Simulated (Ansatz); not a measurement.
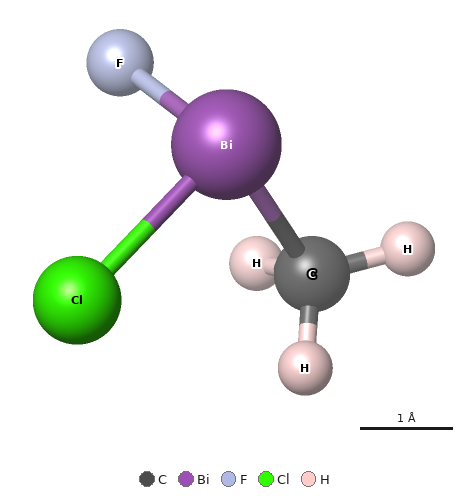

Figure 1. The starting structure (ball-and-stick view, seen at a tilt). Sticks mark near contacts. Bond lengths as drawn: Bi–C 2.28 Å, Bi–Cl 2.49 Å, Bi–F 2.05 Å and C–H 1.10 Å.

**CH3BiClF: nudged elastic band**

- system: CH3BiClF
- method: RKS B3LYP-D4/def2-SVP (Ansatz 0.2.0)

One setting was made poor on purpose. It belongs to a series of runs on one base structure; here: band between the two ends.

### Output
```
Engine: ansatz 0.2.0, aarch64-unknown-linux-gnu
Functional definition: B3LYP
  parameter a0 = 0.2
  parameter ax = 0.72
  parameter ac = 0.81
  exchange = (1 - a0 - ax)*slater_x + ax*b88_x + a0*exact_x
  correlation = (1 - ac)*vwn_rpa_c + ac*lyp_c
997 factors; integrals over basis functions are off by at most 3.8e-4 eV
mean field evaluation 1: about -22153.5069 eV, gradient 6.3e1 eV
mean field evaluation 2: about -22123.4784 eV, gradient 1.3e2 eV
mean field evaluation 4: about -22162.7156 eV, gradient 9.8e0 eV
mean field evaluation 8: about -22162.9474 eV, gradient 4.8e-1 eV
mean field evaluation 16: about -22162.9481 eV, gradient 7.6e-6 eV
mean field -22162.94809443 eV, -814.4733198846 hartree, gradient 7.7e-6 eV, S^2 0.000000; 0 other end points of the search recorded, 0 dependent functions left out
the calculation of the forces begins
reference -22162.94831599 eV, -814.4733280268 hartree; 29, 29 occupied and 58, 58 virtual orbitals, 997 factors
997 factors; integrals over basis functions are off by at most 5.6e-4 eV
mean field evaluation 32: about -22162.9477 eV, gradient 4.2e-5 eV
mean field -22162.94774973 eV, -814.4733072171 hartree, gradient 7.7e-6 eV, S^2 0.000000; 0 other end points of the search recorded, 0 dependent functions left out
[... from here on the field's lines of each further geometry are left out, up to the last ...]
NEB iter   1: max|band force component| = 6.172e0 eV/Å  barrier→ = 2.0748 eV  barrier← = 2.0741 eV  Δτ_max = 0.1158 Å  (190 SCF iters)
NEB iter   2: max|band force component| = 2.656e0 eV/Å  barrier→ = 1.3250 eV  barrier← = 1.3243 eV  Δτ_max = 0.0617 Å  (156 SCF iters)
NEB iter   3: max|band force component| = 1.184e0 eV/Å  barrier→ = 1.2503 eV  barrier← = 1.2496 eV  Δτ_max = 0.0530 Å  (159 SCF iters)
NEB iter   4: max|band force component| = 9.940e-1 eV/Å  barrier→ = 1.2213 eV  barrier← = 1.2206 eV  Δτ_max = 0.0376 Å  (160 SCF iters)
NEB iter   5: max|band force component| = 1.056e0 eV/Å  barrier→ = 1.2158 eV  barrier← = 1.2151 eV  Δτ_max = 0.0213 Å  (161 SCF iters)
NEB iter   6: max|band force component| = 2.741e-1 eV/Å  barrier→ = 1.1952 eV  barrier← = 1.1945 eV  CI = image 3  Δτ_max = 0.0047 Å  (150 SCF iters)
NEB iter   7: max|band force component| = 2.082e-1 eV/Å  barrier→ = 1.1937 eV  barrier← = 1.1930 eV  CI = image 3  Δτ_max = 0.0148 Å  (129 SCF iters)
NEB iter   8: max|band force component| = 4.479e-1 eV/Å  barrier→ = 1.1949 eV  barrier← = 1.1943 eV  CI = image 3  Δτ_max = 0.0072 Å  (160 SCF iters)
NEB iter   9: max|band force component| = 1.746e-1 eV/Å  barrier→ = 1.1923 eV  barrier← = 1.1916 eV  CI = image 3  Δτ_max = 0.0049 Å  (124 SCF iters)
NEB iter  10: max|band force component| = 2.603e-1 eV/Å  barrier→ = 1.1928 eV  barrier← = 1.1921 eV  CI = image 3  Δτ_max = 0.0046 Å  (131 SCF iters)
NEB iter  11: max|band force component| = 1.687e-1 eV/Å  barrier→ = 1.1916 eV  barrier← = 1.1909 eV  CI = image 3  Δτ_max = 0.0083 Å  (118 SCF iters)
NEB iter  12: max|band force component| = 3.969e-1 eV/Å  barrier→ = 1.1929 eV  barrier← = 1.1922 eV  CI = image 3  Δτ_max = 0.0066 Å  (129 SCF iters)
NEB iter  13: max|band force component| = 1.609e-1 eV/Å  barrier→ = 1.1907 eV  barrier← = 1.1901 eV  CI = image 3  Δτ_max = 0.0042 Å  (117 SCF iters)
NEB iter  14: max|band force component| = 2.113e-1 eV/Å  barrier→ = 1.1910 eV  barrier← = 1.1904 eV  CI = image 3  Δτ_max = 0.0039 Å  (121 SCF iters)
NEB iter  15: max|band force component| = 1.561e-1 eV/Å  barrier→ = 1.1902 eV  barrier← = 1.1895 eV  CI = image 3  Δτ_max = 0.0082 Å  (114 SCF iters)
NEB iter  16: max|band force component| = 3.555e-1 eV/Å  barrier→ = 1.1912 eV  barrier← = 1.1906 eV  CI = image 3  Δτ_max = 0.0060 Å  (129 SCF iters)
NEB iter  17: max|band force component| = 1.489e-1 eV/Å  barrier→ = 1.1895 eV  barrier← = 1.1888 eV  CI = image 3  Δτ_max = 0.0038 Å  (116 SCF iters)
NEB iter  18: max|band force component| = 1.803e-1 eV/Å  barrier→ = 1.1897 eV  barrier← = 1.1890 eV  CI = image 3  Δτ_max = 0.0034 Å  (118 SCF iters)
NEB iter  19: max|band force component| = 1.447e-1 eV/Å  barrier→ = 1.1890 eV  barrier← = 1.1883 eV  CI = image 3  Δτ_max = 0.0080 Å  (111 SCF iters)
NEB iter  20: max|band force component| = 3.229e-1 eV/Å  barrier→ = 1.1899 eV  barrier← = 1.1892 eV  CI = image 3  Δτ_max = 0.0055 Å  (127 SCF iters)
NEB iter  21: max|band force component| = 1.380e-1 eV/Å  barrier→ = 1.1884 eV  barrier← = 1.1877 eV  CI = image 3  Δτ_max = 0.0034 Å  (115 SCF iters)
NEB iter  22: max|band force component| = 1.575e-1 eV/Å  barrier→ = 1.1886 eV  barrier← = 1.1879 eV  CI = image 3  Δτ_max = 0.0030 Å  (112 SCF iters)
NEB iter  23: max|band force component| = 1.342e-1 eV/Å  barrier→ = 1.1880 eV  barrier← = 1.1874 eV  CI = image 3  Δτ_max = 0.0077 Å  (110 SCF iters)
NEB iter  24: max|band force component| = 2.953e-1 eV/Å  barrier→ = 1.1888 eV  barrier← = 1.1881 eV  CI = image 3  Δτ_max = 0.0051 Å  (127 SCF iters)
NEB iter  25: max|band force component| = 1.278e-1 eV/Å  barrier→ = 1.1875 eV  barrier← = 1.1869 eV  CI = image 3  Δτ_max = 0.0031 Å  (117 SCF iters)
NEB iter  26: max|band force component| = 1.392e-1 eV/Å  barrier→ = 1.1876 eV  barrier← = 1.1870 eV  CI = image 3  Δτ_max = 0.0026 Å  (110 SCF iters)
NEB iter  27: max|band force component| = 1.244e-1 eV/Å  barrier→ = 1.1872 eV  barrier← = 1.1866 eV  CI = image 3  Δτ_max = 0.0073 Å  (111 SCF iters)
NEB iter  28: max|band force component| = 2.711e-1 eV/Å  barrier→ = 1.1879 eV  barrier← = 1.1872 eV  CI = image 3  Δτ_max = 0.0047 Å  (127 SCF iters)
NEB iter  29: max|band force component| = 1.183e-1 eV/Å  barrier→ = 1.1868 eV  barrier← = 1.1862 eV  CI = image 3  Δτ_max = 0.0028 Å  (112 SCF iters)
NEB iter  30: max|band force component| = 1.239e-1 eV/Å  barrier→ = 1.1869 eV  barrier← = 1.1862 eV  CI = image 3  Δτ_max = 0.0023 Å  (108 SCF iters)
NEB iter  31: max|band force component| = 1.151e-1 eV/Å  barrier→ = 1.1866 eV  barrier← = 1.1859 eV  CI = image 3  Δτ_max = 0.0071 Å  (110 SCF iters)
NEB iter  32: max|band force component| = 2.494e-1 eV/Å  barrier→ = 1.1872 eV  barrier← = 1.1865 eV  CI = image 3  Δτ_max = 0.0043 Å  (124 SCF iters)
NEB iter  33: max|band force component| = 1.093e-1 eV/Å  barrier→ = 1.1863 eV  barrier← = 1.1856 eV  CI = image 3  Δτ_max = 0.0026 Å  (113 SCF iters)
NEB iter  34: max|band force component| = 1.109e-1 eV/Å  barrier→ = 1.1863 eV  barrier← = 1.1857 eV  CI = image 3  Δτ_max = 0.0021 Å  (106 SCF iters)
NEB iter  35: max|band force component| = 1.064e-1 eV/Å  barrier→ = 1.1861 eV  barrier← = 1.1854 eV  CI = image 3  Δτ_max = 0.0069 Å  (111 SCF iters)
NEB iter  36: max|band force component| = 2.297e-1 eV/Å  barrier→ = 1.1866 eV  barrier← = 1.1859 eV  CI = image 3  Δτ_max = 0.0040 Å  (125 SCF iters)
NEB iter  37: max|band force component| = 1.009e-1 eV/Å  barrier→ = 1.1858 eV  barrier← = 1.1851 eV  CI = image 3  Δτ_max = 0.0024 Å  (110 SCF iters)
NEB iter  38: max|band force component| = 9.975e-2 eV/Å  barrier→ = 1.1859 eV  barrier← = 1.1852 eV  CI = image 3  Δτ_max = 0.0343 Å  (105 SCF iters)
NEB iter  39: max|band force component| = 4.649e-1 eV/Å  barrier→ = 1.1883 eV  barrier← = 1.1876 eV  CI = image 3  Δτ_max = 0.0085 Å  (141 SCF iters)
NEB iter  40: max|band force component| = 9.345e-2 eV/Å  barrier→ = 1.1849 eV  barrier← = 1.1843 eV  CI = image 3  Δτ_max = 0.0012 Å  (120 SCF iters)
NEB iter  41: max|band force component| = 7.830e-2 eV/Å  barrier→ = 1.1848 eV  barrier← = 1.1841 eV  CI = image 3  Δτ_max = 0.0100 Å  (105 SCF iters)
NEB iter  42: max|band force component| = 1.928e-1 eV/Å  barrier→ = 1.1852 eV  barrier← = 1.1845 eV  CI = image 3  Δτ_max = 0.0033 Å  (126 SCF iters)
NEB iter  43: max|band force component| = 7.009e-2 eV/Å  barrier→ = 1.1847 eV  barrier← = 1.1840 eV  CI = image 3  Δτ_max = 0.0015 Å  (110 SCF iters)
NEB iter  44: max|band force component| = 6.916e-2 eV/Å  barrier→ = 1.1847 eV  barrier← = 1.1840 eV  CI = image 3  Δτ_max = 0.0502 Å  (103 SCF iters)
NEB iter  45: max|band force component| = 2.993e-1 eV/Å  barrier→ = 1.1861 eV  barrier← = 1.1854 eV  CI = image 3  Δτ_max = 0.0060 Å  (149 SCF iters)
NEB iter  46: max|band force component| = 8.646e-2 eV/Å  barrier→ = 1.1843 eV  barrier← = 1.1836 eV  CI = image 3  Δτ_max = 0.0010 Å  (117 SCF iters)
NEB iter  47: max|band force component| = 5.422e-2 eV/Å  barrier→ = 1.1842 eV  barrier← = 1.1835 eV  CI = image 3  Δτ_max = 0.0042 Å  (102 SCF iters)
NEB iter  48: max|band force component| = 5.878e-2 eV/Å  barrier→ = 1.1842 eV  barrier← = 1.1835 eV  CI = image 3  Δτ_max = 0.0009 Å  (111 SCF iters)
the calculation of the forces begins
reference -22162.74709687 eV, -814.4659333606 hartree; 29, 29 occupied and 58, 58 virtual orbitals, 997 factors
997 factors; integrals over basis functions are off by at most 3.9e-4 eV
mean field evaluation 1472: about -22161.7705 eV, gradient 3.1e-3 eV
mean field -22161.77049174 eV, -814.4300437839 hartree, gradient 4.0e-5 eV, S^2 0.000000; 1 other end points of the search recorded, 0 dependent functions left out
the calculation of the forces begins
reference -22161.77071177 eV, -814.4300518697 hartree; 29, 29 occupied and 58, 58 virtual orbitals, 997 factors
NEB iter  49: max|band force component| = 4.025e-2 eV/Å  barrier→ = 1.1841 eV  barrier← = 1.1835 eV  CI = image 3  Δτ_max = 0.0000 Å  (247 SCF iters)
```

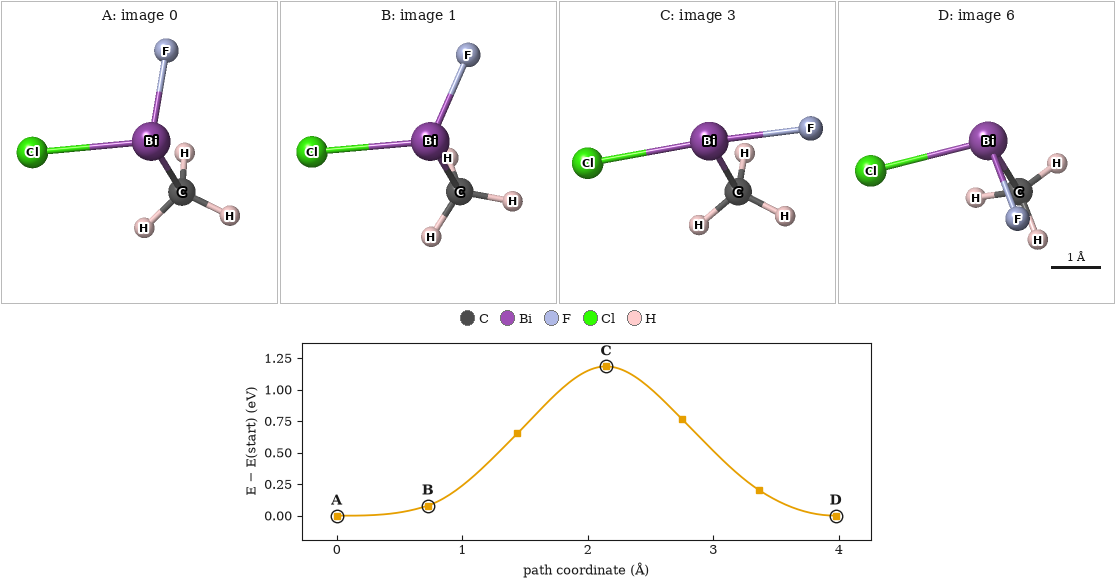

Figure 2. Images of the last band (counted from 0; ball-and-stick, seen at a tilt) above the energy along the path; the line is a cubic interpolation that uses the forces. The highest image is number 3, 1.184 eV above the start and 1.183 eV above the end (the climbing image); the end lies 0.001 eV above the start. The path is 3.97 Å long. The band converged in 49 iterations.

```
Total energy: -22162.04031108 eV, -814.4399594616 hartree
Atom 0 at    -0.291409     0.641148     0.333128 Å, force    -0.001698    -0.014343    -0.011689 eV/Å
Atom 1 at     0.738173    -1.149168    -0.594290 Å, force    -0.003011     0.001097    -0.000278 eV/Å
Atom 2 at     2.513859    -0.378830     0.258401 Å, force    -0.004235     0.008335     0.001357 eV/Å
Atom 3 at    -1.583218    -1.877287    -1.534286 Å, force    -0.001432    -0.000381     0.002773 eV/Å
Atom 4 at    -1.213066     0.860979    -0.218811 Å, force    -0.000686     0.004738    -0.003346 eV/Å
Atom 5 at    -0.532415     0.365791     1.372845 Å, force    -0.003518    -0.005381     0.008854 eV/Å
Atom 6 at     0.429376     1.469367     0.337215 Å, force     0.014580     0.005936     0.002331 eV/Å
Dipole moment:     0.103441     0.041990     0.063767 e Å
this run last wrote the band of iteration 49 to [file]
```

### The last band as extended XYZ (Å, eV, eV/Å)
```
7
Properties=species:S:1:pos:R:3:forces:R:3 image=0 energy=-22163.22423
C    -0.2970    0.8466    0.3143    0.0000   0.0008   0.0021
Bi    0.8720   -0.4980   -1.1062    0.0000   0.0000   0.0009
F     1.8869   -1.3814    0.4411    0.0005  -0.0003  -0.0002
Cl   -0.9902   -2.1383   -1.3257   -0.0002   0.0005  -0.0001
H    -1.3665    0.7666    0.0768    0.0047   0.0017   0.0014
H    -0.0933    0.4485    1.3186   -0.0014   0.0021  -0.0043
H     0.0493    1.8880    0.2354   -0.0036  -0.0049   0.0002
7
Properties=species:S:1:pos:R:3:forces:R:3 image=1 energy=-22163.14403
C    -0.3081    0.7859    0.2965   -0.0036   0.0607  -0.0210
Bi    0.8141   -0.5718   -1.1237    0.0089   0.1538  -0.1082
F     2.1183   -1.0739    0.3885   -0.1690  -0.2514  -0.0216
Cl   -1.1351   -2.1543   -1.1660    0.2052  -0.0999   0.1348
H    -1.3070    0.9714   -0.1183   -0.0349   0.0708   0.0245
H    -0.3841    0.2591    1.2586    0.0379  -0.0289  -0.0491
H     0.2632    1.7156    0.4186   -0.0446   0.0950   0.0406
7
Properties=species:S:1:pos:R:3:forces:R:3 image=2 energy=-22162.57229
C    -0.2965    0.6949    0.3109    0.0012   0.0846  -0.0468
Bi    0.7903   -0.8211   -0.9566    0.0675   0.4808  -0.5268
F     2.3692   -0.6829    0.4018   -0.2298  -0.4729   0.2259
Cl   -1.4438   -2.0329   -1.3192    0.2056  -0.2497   0.3553
H    -1.2466    0.9246   -0.1854   -0.0472   0.1123   0.0306
H    -0.4842    0.2883    1.3172    0.0706  -0.0974  -0.0941
H     0.3727    1.5612    0.3855   -0.0678   0.1423   0.0557
7
Properties=species:S:1:pos:R:3:forces:R:3 image=3 energy=-22162.04009
C    -0.2914    0.6411    0.3331   -0.0017  -0.0143  -0.0117
Bi    0.7382   -1.1492   -0.5943   -0.0030   0.0011  -0.0003
F     2.5139   -0.3788    0.2584   -0.0042   0.0083   0.0014
Cl   -1.5832   -1.8773   -1.5343   -0.0014  -0.0004   0.0028
H    -1.2131    0.8610   -0.2188   -0.0007   0.0047  -0.0033
H    -0.5324    0.3658    1.3728   -0.0035  -0.0054   0.0089
H     0.4294    1.4694    0.3372    0.0146   0.0059   0.0023
7
Properties=species:S:1:pos:R:3:forces:R:3 image=4 energy=-22162.46080
C    -0.3044    0.6571    0.3698   -0.0399  -0.0073   0.1063
Bi    0.6254   -1.3268   -0.1770   -0.1677  -0.2529   0.6487
F     2.4898   -0.3813   -0.0524   -0.0393   0.0425  -0.5555
Cl   -1.4358   -1.8330   -1.6393    0.3056   0.1407  -0.3165
H    -1.1924    0.8460   -0.2459    0.0188  -0.0360   0.0050
H    -0.5840    0.5321    1.4257   -0.1074   0.1821   0.1188
H     0.4625    1.4379    0.2733    0.0298  -0.0691  -0.0067
7
Properties=species:S:1:pos:R:3:forces:R:3 image=5 energy=-22163.02013
C    -0.3243    0.6903    0.4335   -0.0338   0.0160   0.1025
Bi    0.5344   -1.3813    0.1286   -0.0890  -0.0507   0.3053
F     2.3471   -0.5256   -0.3842   -0.1664  -0.1283  -0.3883
Cl   -1.1667   -1.8345   -1.6873    0.3534   0.0484  -0.1501
H    -1.1821    0.8255   -0.2377    0.0118  -0.0230   0.0263
H    -0.6290    0.7527    1.4861   -0.0865   0.1848   0.0905
H     0.4819    1.4048    0.2153    0.0106  -0.0471   0.0139
7
Properties=species:S:1:pos:R:3:forces:R:3 image=6 energy=-22163.22355
C    -0.3518    0.7365    0.4920    0.0063   0.0040  -0.0055
Bi    0.4423   -1.3912    0.2946   -0.0061  -0.0057  -0.0139
F     2.1882   -0.7404   -0.5618    0.0033   0.0020   0.0072
Cl   -0.8458   -1.8578   -1.7872   -0.0001   0.0015   0.0076
H    -1.2799    0.8186   -0.0888   -0.0083  -0.0078  -0.0038
H    -0.5235    0.9925    1.5482    0.0133   0.0063  -0.0070
H     0.4318    1.3737    0.0571   -0.0084  -0.0003   0.0154
```

The run was set up as follows.

### Input file
```yaml
crystal:
  periodic: [false, false, false]
  atoms:
    - { symbol: C, position_ang: [-0.296998, 0.846617, 0.314315] }
    - { symbol: Bi, position_ang: [0.872015, -0.497953, -1.106239] }
    - { symbol: F, position_ang: [1.886927, -1.381419, 0.441113] }
    - { symbol: Cl, position_ang: [-0.99018, -2.138336, -1.325731] }
    - { symbol: H, position_ang: [-1.366458, 0.766604, 0.076788] }
    - { symbol: H, position_ang: [-0.093325, 0.448498, 1.318587] }
    - { symbol: H, position_ang: [0.049319, 1.887989, 0.235368] }
basis:
  gaussian: { orbitals: def2-SVP }
hamiltonian:
  xc: b3lyp
  dispersion: d4
neb:
  order_check: false
  images: 5
  f_tol: 0.05
  max_iterations: 56
  max_displacement: 0.5
  optimiser: lbfgs
  final_atoms:
    - { symbol: C, position_ang: [-0.35181223, 0.73650945, 0.49202892] }
    - { symbol: Bi, position_ang: [0.44226839, -1.39117696, 0.29457907] }
    - { symbol: F, position_ang: [2.18822486, -0.74042734, -0.56181318] }
    - { symbol: Cl, position_ang: [-0.8458377, -1.85782392, -1.78718691] }
    - { symbol: H, position_ang: [-1.2798988, 0.81864043, -0.08876297] }
    - { symbol: H, position_ang: [-0.52345769, 0.99253746, 1.54822184] }
    - { symbol: H, position_ang: [0.43181316, 1.37374088, 0.05713424] }
  initial_path:
    images:
      - { positions_ang: [[-0.296998, 0.846617, 0.314315], [0.872015, -0.497953, -1.106239], [1.886927, -1.381419, 0.441113], [-0.99018, -2.138336, -1.325731], [-1.366458, 0.766604, 0.076788], [-0.093325, 0.448498, 1.318587], [0.049319, 1.887989, 0.235368]] }
      - { positions_ang: [[-0.28815422, 0.76723365, 0.33682593], [0.81420382, -0.71128469, -0.93902913], [2.08804923, -1.0835502, 0.3547238], [-1.13991825, -2.05015392, -1.38925168], [-1.32458754, 0.80330085, -0.02251322], [-0.25297665, 0.44007229, 1.345359], [0.16468361, 1.76638201, 0.2680863]] }
      - { positions_ang: [[-0.27931044, 0.6878503, 0.35933686], [0.75639264, -0.92461638, -0.77181926], [2.28917146, -0.7856814, 0.26833459], [-1.2896565, -1.96197184, -1.45277236], [-1.28271708, 0.83999771, -0.12181444], [-0.41262829, 0.43164659, 1.372131], [0.28004821, 1.64477503, 0.30080461]] }
      - { positions_ang: [[-0.27046665, 0.60846695, 0.38184779], [0.69858145, -1.13794807, -0.60460939], [2.49029368, -0.4878126, 0.18194539], [-1.43939475, -1.87378976, -1.51629304], [-1.24084662, 0.87669456, -0.22111567], [-0.57227994, 0.42322088, 1.39890301], [0.39541282, 1.52316804, 0.33352291]] }
      - { positions_ang: [[-0.29758185, 0.65114779, 0.41857483], [0.61314377, -1.2223577, -0.3048799], [2.38960407, -0.57201751, -0.06597413], [-1.2415424, -1.86846781, -1.606591], [-1.25386401, 0.85734318, -0.1769981], [-0.55600585, 0.61299307, 1.44867595], [0.40754627, 1.47335899, 0.24139336]] }
      - { positions_ang: [[-0.32469704, 0.69382862, 0.45530187], [0.52770608, -1.30676733, -0.00515042], [2.28891447, -0.65622242, -0.31389366], [-1.04369005, -1.86314587, -1.69688896], [-1.2668814, 0.8379918, -0.13288054], [-0.53973177, 0.80276527, 1.4984489], [0.41967972, 1.42354993, 0.1492638]] }
      - { positions_ang: [[-0.35181223, 0.73650945, 0.49202892], [0.44226839, -1.39117696, 0.29457907], [2.18822486, -0.74042734, -0.56181318], [-0.8458377, -1.85782392, -1.78718691], [-1.2798988, 0.81864043, -0.08876297], [-0.52345769, 0.99253746, 1.54822184], [0.43181316, 1.37374088, 0.05713424]] }
```

Run as:
```bash
ansatz run input.yaml --threads 1 --pin off --max-ram 2048MiB --backend cpu --events-out ev --progress --plain --runs-dir out
```

### Results in brief

```tsv
quantity	value
outcome	converged
barrier, forward	1.184 eV
barrier, backward	1.183 eV
hardware	1 thread of Arm Neoverse V2, 128 GiB of memory available, shared host
wall time	15 min
peak memory	0.2 GiB
```

### Notes

A deliberately poor setting: step length. The order of the saddle point was not checked.
